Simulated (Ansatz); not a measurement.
# AlH₄ (doublet): correlated methods under varied settings at a displaced geometry (v1)

Aim: run AlH₄ (doublet) at one geometry under a spread of methods and options, and see what each costs and gives.

Method: the settings change from run to run; program: Ansatz 0.2.0, Gaussian basis.

30 further runs of the same task are left out: 12 for a known fault of the program, 6 that didn't finish, 12 set aside as unsound or not needed.

## Step 1: The system

The geometry is a PBE0/def2-TZVP stationary point (not a proven minimum) with its atoms shifted at random (size 0.040 Å).

5 atoms, charge 0, spin multiplicity 2.

Atoms are counted from 1 here; the program's logs count them from 0.

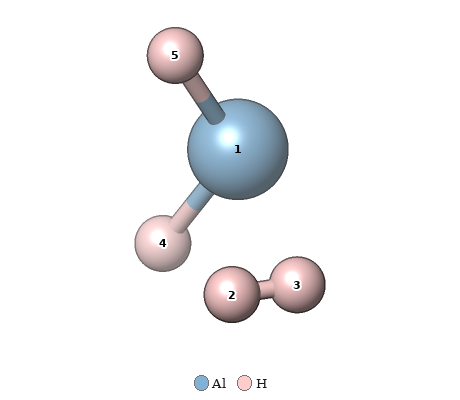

The structure; aluminium light blue, hydrogen pink; atoms are numbered from 1 in the order of the file.

## Step 2: MP2 on ROHF/6-31G

in.yaml

```yaml
crystal:
  periodic: [false, false, false]
  atoms:
    - {symbol: Al, position_ang: [-0.056377, 0.000020, -0.127427]}
    - {symbol: H, position_ang: [0.451379, -0.014468, 1.979960]}
    - {symbol: H, position_ang: [-0.266445, 0.034134, 1.907963]}
    - {symbol: H, position_ang: [0.681145, 1.363536, -0.207420]}
    - {symbol: H, position_ang: [0.643072, -1.383724, -0.269403]}
basis:
  gaussian: {orbitals: 6-31G}
magnetization: {spin_polarized: false, initial_magnetization: 1}
correlation: {method: mp2, electrons: valence}
output: {forces: true}
```

Run with:

```
$ ansatz run in.yaml --threads 1 --pin off --events-out ev --progress --plain --max-ram 2393MiB
```

Log:

```text
Functional definition: HF
  name "HF"
  cite "Fock, Z. Phys. 61, 126 (1930) doi:10.1007/BF01340294"
  parent pbe
  exchange = exact_x
  correlation = 0
266 factors; integrals over basis functions are off by at most 1.2e-3 eV
mean field evaluation 1: about -6641.7710 eV, gradient 8.8e0 eV
mean field evaluation 2: about -6641.7730 eV, gradient 8.8e0 eV
mean field evaluation 4: about -6642.4218 eV, gradient 2.4e-1 eV
mean field evaluation 8: about -6642.4228 eV, gradient 9.7e-4 eV
mean field -6642.42281585 eV, -244.1045360866 hartree, gradient 5.2e-6 eV, S^2 0.750000; 0 other end points of the search recorded, 0 dependent functions left out
mean field evaluation 16: about -6642.4302 eV, gradient 2.6e-1 eV
5 core orbitals not correlated: weight in the atoms' cores, before any rotation towards them, 1.000 or more for the frozen orbitals, at most 0.000 for the correlated occupied ones
reference -6642.42281585 eV, -244.1045360866 hartree; 4, 3 occupied and 12, 13 virtual orbitals, 266 factors
second order -1.31784458 eV of doubles, -0.00632631 eV of singles
the calculation of the forces begins
Total energy: -6643.74698674 eV, -244.1531984694 hartree
Atom 0 at    -0.056377     0.000020    -0.127427 Å, force    -1.024381    -0.014473    -0.601165 eV/Å
Atom 1 at     0.451379    -0.014468     1.979960 Å, force     0.934095    -0.066297     0.344462 eV/Å
Atom 2 at    -0.266445     0.034134     1.907963 Å, force    -0.878923     0.032812     0.307066 eV/Å
Atom 3 at     0.681145     1.363536    -0.207420 Å, force     0.511757     0.742936    -0.039626 eV/Å
Atom 4 at     0.643072    -1.383724    -0.269403 Å, force     0.457452    -0.694977    -0.010737 eV/Å
Dipole moment:    -0.055483    -0.003691     0.231572 e Å
```

Wall time 0.21 s (1 thread of Intel Xeon Platinum 8488C, shared host).

## Step 3: NEVPT2(7,5)/6-31G

Changes to in.yaml since step 2:

```diff
@@ -11,3 +11,3 @@
 magnetization: {spin_polarized: false, initial_magnetization: 1}
-correlation: {method: mp2, electrons: valence}
-output: {forces: true}
+correlation: {method: sc_nevpt2, electrons: valence, active_space: {window: {electrons: 7, orbitals: 5}}}
+scf: {lower_state_search: light}
```

Same command.

Log, cut to the lines that bear on the results:

```text
Functional definition: HF
  name "HF"
  cite "Fock, Z. Phys. 61, 126 (1930) doi:10.1007/BF01340294"
  parent pbe
[...]
266 factors; integrals over basis functions are off by at most 1.2e-3 eV
[...]
mean field -6642.42281585 eV, -244.1045360866 hartree, gradient 5.2e-6 eV, S^2 0.750000; 0 other end points of the search recorded, 0 dependent functions left out
reference -6642.42281585 eV, -244.1045360866 hartree; 9, 8 occupied and 12, 13 virtual orbitals, 266 factors
state -6642.92320586 eV, -244.1229250802 hartree
state -6642.92320586 eV, -244.1229250802 hartree; corrected -6643.71359779 eV, -244.1519714479 hartree
state -6642.82658135 eV, -244.1193741952 hartree
state -6642.82658135 eV, -244.1193741952 hartree; corrected -6643.68465016 eV, -244.1509076423 hartree
state -6642.92320586 eV, -244.1229250802 hartree; corrected -6643.71359779 eV, -244.1519714479 hartree
[...]
Total energy: -6643.71359779 eV, -244.1519714479 hartree
```

It took 0.27 s on 1 thread of Intel Xeon Platinum 8488C, shared host.

From the report: 50 determinants; active occupations 2.00, 2.00, 1.98, 1.00, 0.02.

## Step 4: CASSCF(1,9)/6-31G

Changes to in.yaml since step 3:

```diff
@@ -11,3 +11,4 @@
 magnetization: {spin_polarized: false, initial_magnetization: 1}
-correlation: {method: sc_nevpt2, electrons: valence, active_space: {window: {electrons: 7, orbitals: 5}}}
-scf: {lower_state_search: light}
+correlation: {active_space: {window: {electrons: 1, orbitals: 9}}}
+accuracy: high
+output: {forces: true}
```

Launched as before.

Log, cut to the lines that bear on the results:

```text
Functional definition: HF
  name "HF"
  cite "Fock, Z. Phys. 61, 126 (1930) doi:10.1007/BF01340294"
  parent pbe
[...]
484 factors; integrals over basis functions are off by at most 4.3e-9 eV
[...]
mean field -6642.42291289 eV, -244.1045396527 hartree, gradient 5.4e-8 eV, S^2 0.750000; 0 other end points of the search recorded, 0 dependent functions left out
reference -6642.42291289 eV, -244.1045396527 hartree; 9, 8 occupied and 12, 13 virtual orbitals, 484 factors
state -6642.42291289 eV, -244.1045396527 hartree
[...]
Total energy: -6642.42291289 eV, -244.1045396527 hartree
Atom 0 at    -0.056377     0.000020    -0.127427 Å, force    -0.968402    -0.016462    -0.697666 eV/Å
Atom 1 at     0.451379    -0.014468     1.979960 Å, force     0.569440    -0.042913     0.329591 eV/Å
Atom 2 at    -0.266445     0.034134     1.907963 Å, force    -0.511775     0.009538     0.400912 eV/Å
Atom 3 at     0.681145     1.363536    -0.207420 Å, force     0.480688     0.619181    -0.034237 eV/Å
Atom 4 at     0.643072    -1.383724    -0.269403 Å, force     0.430048    -0.569344     0.001400 eV/Å
Dipole moment:    -0.071703    -0.003293     0.233918 e Å
```

Wall time 0.45 s (1 thread of Intel Xeon Platinum 8488C, shared host).

From the report: 9 determinants; active occupations 1.00, 0.00, 0.00, 0.00, 0.00, 0.00, 0.00, 0.00, 0.00. With so small a space the active step adds no correlation: the energy is the mean field's.

## Step 5: NEVPT4(SD)(5,5)/6-31G

Changes to in.yaml since step 4:

```diff
@@ -9,6 +9,4 @@
 basis:
-  gaussian: {orbitals: 6-31G}
+  gaussian: {orbitals: 6-31G, point_charges: [{charge: 1.00, position_ang: [3.667, 0.279, -0.140]}]}
 magnetization: {spin_polarized: false, initial_magnetization: 1}
-correlation: {active_space: {window: {electrons: 1, orbitals: 9}}}
-accuracy: high
-output: {forces: true}
+correlation: {method: fic_nevpt4_sd, electrons: valence, active_space: {window: {electrons: 5, orbitals: 5}}}
```

Same command.

Log, cut to the lines that bear on the results:

```text
Functional definition: HF
  name "HF"
  cite "Fock, Z. Phys. 61, 126 (1930) doi:10.1007/BF01340294"
  parent pbe
[...]
266 factors; integrals over basis functions are off by at most 1.2e-3 eV
[...]
mean field -6642.70804117 eV, -244.1150179238 hartree, gradient 2.2e-6 eV, S^2 0.750000; 0 other end points of the search recorded, 0 dependent functions left out
reference -6642.70804117 eV, -244.1150179238 hartree; 9, 8 occupied and 12, 13 virtual orbitals, 266 factors
state -6643.60693374 eV, -244.1480516166 hartree
state -6643.60693374 eV, -244.1480516166 hartree; corrected -6644.55549329 eV, -244.1829105371 hartree
state -6643.52587489 eV, -244.1450727585 hartree
state -6643.52587489 eV, -244.1450727585 hartree; corrected -6644.57990747 eV, -244.1838077417 hartree
state -6643.52587489 eV, -244.1450727585 hartree; corrected -6644.57990747 eV, -244.1838077417 hartree
WARN: the results are in doubt because another end's mean lies 0.081 eV lower, and its corrected mean 0.024 eV higher
Total energy: -6644.57990747 eV, -244.1838077417 hartree
In doubt: another end's mean lies 0.081 eV lower, and its corrected mean 0.024 eV higher
```

It took 0.6 s on 1 thread of Intel Xeon Platinum 8488C, shared host.

From the report: 100 determinants; active occupations 1.98, 1.97, 1.00, 0.03, 0.02. Mind the lines of doubt at the end of the log.

## Step 6: BCCD(T) on UHF/6-31G

in.yaml

```yaml
crystal:
  periodic: [false, false, false]
  atoms:
    - {symbol: Al, position_ang: [-0.056377, 0.000020, -0.127427]}
    - {symbol: H, position_ang: [0.451379, -0.014468, 1.979960]}
    - {symbol: H, position_ang: [-0.266445, 0.034134, 1.907963]}
    - {symbol: H, position_ang: [0.681145, 1.363536, -0.207420]}
    - {symbol: H, position_ang: [0.643072, -1.383724, -0.269403]}
basis:
  gaussian: {orbitals: 6-31G}
magnetization: {spin_polarized: true, initial_magnetization: 1}
correlation: {method: bccd_t, electrons: all}
scf: {lower_state_search: off}
output: {forces: true}
```

Same command.

Log, cut to the lines that bear on the results:

```text
Functional definition: HF
  name "HF"
  cite "Fock, Z. Phys. 61, 126 (1930) doi:10.1007/BF01340294"
  parent pbe
[...]
266 factors; integrals over basis functions are off by at most 1.2e-3 eV
[...]
mean field -6642.43253443 eV, -244.1048932377 hartree, gradient 1.8e-6 eV, S^2 0.751359; 0 other end points of the search recorded, 0 dependent functions left out
reference -6642.43253443 eV, -244.1048932377 hartree; 9, 8 occupied and 12, 13 virtual orbitals, 266 factors
second order -1.40356612 eV of doubles, -0.00000000 eV of singles
cycle   1  -1.77009537 eV  change   -3.7e-1 eV  update   5.1e-2
[...]
cycle  11  -1.95709418 eV  change   -1.3e-6 eV  update   1.4e-6
perturbative correction -0.01990272 eV, -0.0007314114 hartree
[...]
Total energy: -6644.40953133 eV, -244.1775465337 hartree
Atom 0 at    -0.056377     0.000020    -0.127427 Å, force    -1.132368    -0.012587    -0.589861 eV/Å
Atom 1 at     0.451379    -0.014468     1.979960 Å, force     1.218705    -0.084622     0.380291 eV/Å
Atom 2 at    -0.266445     0.034134     1.907963 Å, force    -1.163527     0.052272     0.281066 eV/Å
Atom 3 at     0.681145     1.363536    -0.207420 Å, force     0.567474     0.882767    -0.046087 eV/Å
Atom 4 at     0.643072    -1.383724    -0.269403 Å, force     0.509717    -0.837830    -0.025410 eV/Å
Dipole moment:    -0.044555    -0.003870     0.225539 e Å
Checks for a lower state left out: starts, cluster_reference, orbital_swaps, neighbouring_geometries, increment
```

It took 0.93 s on 1 thread of Intel Xeon Platinum 8488C, shared host.

From the report: ⟨S²⟩ of the determinant 0.751 (pure doublet: 0.75); correlation -1.9770 eV; largest double amplitude 0.04.

## Step 7: BCCD on ROHF/6-31G

Changes to in.yaml since step 6:

```diff
@@ -10,5 +10,4 @@
   gaussian: {orbitals: 6-31G}
-magnetization: {spin_polarized: true, initial_magnetization: 1}
-correlation: {method: bccd_t, electrons: all}
-scf: {lower_state_search: off}
+magnetization: {spin_polarized: false, initial_magnetization: 1}
+correlation: {method: bccd, electrons: valence}
 output: {forces: true}
```

Launched as before.

Log, cut to the lines that bear on the results:

```text
Functional definition: HF
  name "HF"
  cite "Fock, Z. Phys. 61, 126 (1930) doi:10.1007/BF01340294"
  parent pbe
[...]
266 factors; integrals over basis functions are off by at most 1.2e-3 eV
[...]
mean field -6642.42281585 eV, -244.1045360866 hartree, gradient 5.2e-6 eV, S^2 0.750000; 1 other end points of the search recorded, 0 dependent functions left out
determinant -6642.42281585 eV, -244.1045360866 hartree, with singles and doubles -6644.30754817 eV, -244.1737987220 hartree
determinant -6639.31216749 eV, -243.9902218679 hartree, with singles and doubles -6641.44218543 eV, -244.0684985835 hartree
5 core orbitals not correlated: weight in the atoms' cores, before any rotation towards them, 1.000 or more for the frozen orbitals, at most 0.000 for the correlated occupied ones
reference -6642.42281585 eV, -244.1045360866 hartree; 4, 3 occupied and 12, 13 virtual orbitals, 266 factors
second order -1.31784458 eV of doubles, -0.00632631 eV of singles
cycle   1  -1.88486951 eV  change   -1.4e-4 eV  update   1.7e-3
[...]
cycle   9  -1.88443088 eV  change    6.2e-7 eV  update   5.0e-7
[...]
Total energy: -6644.30724673 eV, -244.1737876442 hartree
Atom 0 at    -0.056377     0.000020    -0.127427 Å, force    -1.123355    -0.012734    -0.596680 eV/Å
Atom 1 at     0.451379    -0.014468     1.979960 Å, force     1.210677    -0.084190     0.380767 eV/Å
Atom 2 at    -0.266445     0.034134     1.907963 Å, force    -1.156047     0.051814     0.287041 eV/Å
Atom 3 at     0.681145     1.363536    -0.207420 Å, force     0.563089     0.872363    -0.046225 eV/Å
Atom 4 at     0.643072    -1.383724    -0.269403 Å, force     0.505635    -0.827252    -0.024903 eV/Å
Dipole moment:    -0.044978    -0.003849     0.225908 e Å
```

It took 0.45 s on 1 thread of Intel Xeon Platinum 8488C, shared host.

From the report: correlation -1.8844 eV; largest double amplitude 0.04.

## Step 8: CCSDT on UHF/6-31G

Changes to in.yaml since step 7:

```diff
@@ -10,4 +10,6 @@
   gaussian: {orbitals: 6-31G}
-magnetization: {spin_polarized: false, initial_magnetization: 1}
-correlation: {method: bccd, electrons: valence}
+magnetization: {spin_polarized: true, initial_magnetization: 1}
+correlation: {method: ccsdt, electrons: outside_noble_gas}
+accuracy: high
+scf: {lower_state_search: light}
 output: {forces: true}
```

Launched as before.

Log, cut to the lines that bear on the results:

```text
Functional definition: HF
  name "HF"
  cite "Fock, Z. Phys. 61, 126 (1930) doi:10.1007/BF01340294"
  parent pbe
[...]
484 factors; integrals over basis functions are off by at most 4.3e-9 eV
[...]
mean field -6642.43263140 eV, -244.1048968013 hartree, gradient 1.6e-8 eV, S^2 0.751359; 1 other end points of the search recorded, 0 dependent functions left out
determinant -6642.43263140 eV, -244.1048968013 hartree, with singles and doubles -6644.30778093 eV, -244.1738072755 hartree
determinant -6639.38805048 eV, -243.9930105164 hartree, with singles and doubles -6641.44072902 eV, -244.0684450612 hartree
5 core orbitals not correlated: weight in the atoms' cores, before any rotation towards them, 1.000 or more for the frozen orbitals, at most 0.000 for the correlated occupied ones
reference -6642.43263140 eV, -244.1048968013 hartree; 4, 3 occupied and 12, 13 virtual orbitals, 484 factors
second order -1.31727489 eV of doubles, -0.00000000 eV of singles
cycle   1  -1.68414736 eV  change   -3.7e-1 eV  update   5.2e-2
[...]
cycle  22  -1.90017480 eV  change   7.3e-10 eV  update  7.6e-10
[...]
Total energy: -6644.33280619 eV, -244.1747269371 hartree
Atom 0 at    -0.056377     0.000020    -0.127427 Å, force    -1.134940    -0.012404    -0.589115 eV/Å
Atom 1 at     0.451379    -0.014468     1.979960 Å, force     1.222534    -0.084816     0.379758 eV/Å
Atom 2 at    -0.266445     0.034134     1.907963 Å, force    -1.168257     0.052489     0.282701 eV/Å
Atom 3 at     0.681145     1.363536    -0.207420 Å, force     0.569235     0.885575    -0.046954 eV/Å
Atom 4 at     0.643072    -1.383724    -0.269403 Å, force     0.511427    -0.840844    -0.026390 eV/Å
Dipole moment:    -0.044292    -0.003869     0.225334 e Å
```

Wall time 2 s (1 thread of Intel Xeon Platinum 8488C, shared host).

From the report: ⟨S²⟩ of the determinant 0.751 (pure doublet: 0.75); correlation -1.9002 eV; T1 0.011; largest double amplitude 0.04.

## Step 9: CCSDT(Q)/B/6-31G*

Changes to in.yaml since step 8:

```diff
@@ -9,7 +9,5 @@
 basis:
-  gaussian: {orbitals: 6-31G}
-magnetization: {spin_polarized: true, initial_magnetization: 1}
-correlation: {method: ccsdt, electrons: outside_noble_gas}
-accuracy: high
-scf: {lower_state_search: light}
-output: {forces: true}
+  gaussian: {orbitals: "6-31G*"}
+magnetization: {spin_polarized: false, initial_magnetization: 1}
+hamiltonian: {xc: {name: PBE0}}
+correlation: {method: ccsdt_q_b, electrons: outside_noble_gas}
```

The command is unchanged.

Log, cut to the lines that bear on the results:

```text
Functional definition: PBE0
  name "PBE0"
  cite "Adamo & Barone, J. Chem. Phys. 110, 6158 (1999) doi:10.1063/1.478522"
  cite "Perdew, Burke & Ernzerhof, Phys. Rev. Lett. 77, 3865 (1996) doi:10.1103/PhysRevLett.77.3865"
  parent pbe
[...]
514 factors; integrals over basis functions are off by at most 2.6e-7 eV
[...]
mean field -6655.52837740 eV, -244.5861565903 hartree, gradient 2.3e-6 eV, S^2 0.750000; 0 other end points of the search recorded, 0 dependent functions left out
5 core orbitals not correlated: weight in the atoms' cores, before any rotation towards them, 1.000 or more for the frozen orbitals, at most 0.000 for the correlated occupied ones
reference -6642.88074739 eV, -244.1213647601 hartree; 4, 3 occupied and 18, 19 virtual orbitals, 514 factors
second order -1.72368309 eV of doubles, -0.10528883 eV of singles
cycle   1  -2.21677670 eV  change   -3.9e-1 eV  update   5.0e-2
[...]
cycle  14  -2.42582357 eV  change    4.7e-7 eV  update   2.5e-7
perturbative correction -0.00050264 eV, -0.0000184718 hartree
Total energy: -6645.30707360 eV, -244.2105306039 hartree
```

It took 1.5 s on 1 thread of Intel Xeon Platinum 8488C, shared host.

From the report: correlation -2.4263 eV; T1 0.016; largest double amplitude 0.03. The orbitals are Kohn-Sham ones, so correlation energy and T1 don't compare with those on Hartree-Fock orbitals.

## Step 10: BCCD/6-31G

Changes to in.yaml since step 9:

```diff
@@ -9,5 +9,7 @@
 basis:
-  gaussian: {orbitals: "6-31G*"}
-magnetization: {spin_polarized: false, initial_magnetization: 1}
-hamiltonian: {xc: {name: PBE0}}
-correlation: {method: ccsdt_q_b, electrons: outside_noble_gas}
+  gaussian: {orbitals: 6-31G}
+magnetization: {spin_polarized: true, initial_magnetization: 1}
+hamiltonian: {xc: {name: PBE0}, pseudopotentials: {relativity: none}}
+correlation: {method: bccd, electrons: valence}
+accuracy: high
+output: {forces: true}
```

Same command.

Log, cut to the lines that bear on the results:

```text
Functional definition: PBE0
  name "PBE0"
  cite "Adamo & Barone, J. Chem. Phys. 110, 6158 (1999) doi:10.1063/1.478522"
  cite "Perdew, Burke & Ernzerhof, Phys. Rev. Lett. 77, 3865 (1996) doi:10.1103/PhysRevLett.77.3865"
  parent pbe
[...]
484 factors; integrals over basis functions are off by at most 4.3e-9 eV
[...]
mean field -6655.07450401 eV, -244.5694770510 hartree, gradient 5.6e-8 eV, S^2 0.750623; 0 other end points of the search recorded, 0 dependent functions left out
5 core orbitals not correlated: weight in the atoms' cores, before any rotation towards them, 1.000 or more for the frozen orbitals, at most 0.000 for the correlated occupied ones
reference -6642.28438812 eV, -244.0994489615 hartree; 4, 3 occupied and 12, 13 virtual orbitals, 484 factors
second order -1.37554845 eV of doubles, -0.08630818 eV of singles
cycle   1  -1.81991899 eV  change   -3.6e-1 eV  update   4.8e-2
[...]
cycle  21  -1.99198730 eV  change   1.0e-10 eV  update  3.5e-10
[...]
Total energy: -6644.27637542 eV, -244.1726531444 hartree
Atom 0 at    -0.056377     0.000020    -0.127427 Å, force    -1.125528    -0.012689    -0.598740 eV/Å
Atom 1 at     0.451379    -0.014468     1.979960 Å, force     1.210975    -0.084178     0.381850 eV/Å
Atom 2 at    -0.266445     0.034134     1.907963 Å, force    -1.156151     0.051813     0.288180 eV/Å
Atom 3 at     0.681145     1.363536    -0.207420 Å, force     0.564101     0.874108    -0.046264 eV/Å
Atom 4 at     0.643072    -1.383724    -0.269403 Å, force     0.506603    -0.829054    -0.025026 eV/Å
Dipole moment:    -0.045199    -0.003847     0.225593 e Å
```

It took 3.3 s on 1 thread of Intel Xeon Platinum 8488C, shared host.

From the report: ⟨S²⟩ of the determinant 0.751 (pure doublet: 0.75); correlation -1.9920 eV; largest double amplitude 0.04.

## Step 11: The runs in one table

Where basis and cores are those of an earlier FCI/6-31G run (-6644.3331 eV), and the state is the same kind, the miss against it is given. † marks a result that the program doubts.

```csv
level,correlated,functions,energy (eV),from FCI (meV),time
MP2 on ROHF/6-31G,valence,21,-6643.7470,586.1,0.21 s
"NEVPT2(7,5)/6-31G",valence,21,-6643.7136,,0.27 s
"CASSCF(1,9)/6-31G",,21,-6642.4229,1910.2,0.45 s
"NEVPT4(SD)(5,5)/6-31G (beside a point charge) †",valence,21,-6644.5799,,0.6 s
BCCD(T) on UHF/6-31G,all,21,-6644.4095,,0.93 s
BCCD on ROHF/6-31G,valence,21,-6644.3072,25.9,0.45 s
CCSDT on UHF/6-31G,outside noble gas,21,-6644.3328,0.3,2 s
CCSDT(Q)/B/6-31G* (on PBE0 orbitals),outside noble gas,27,-6645.3071,,1.5 s
BCCD/6-31G (on PBE0 orbitals),valence,21,-6644.2764,,3.3 s
```

## Step 12: Summary of results

```
quantity                                 value
    runs                                     9
quickest             MP2 on ROHF/6-31G, 0.21 s
 slowest  BCCD/6-31G (on PBE0 orbitals), 3.3 s
```

Total energies in different bases, with other cores or another treatment of relativity can't be set against each other. BCCD/6-31G (on PBE0 orbitals) took 16 times as long as MP2 on ROHF/6-31G; the jobs differ in more than the method. Among the correlated runs with a miss given, it spans +0 to +586 meV. Hartree-Fock, CASSCF and CASCI lack dynamic correlation by design.
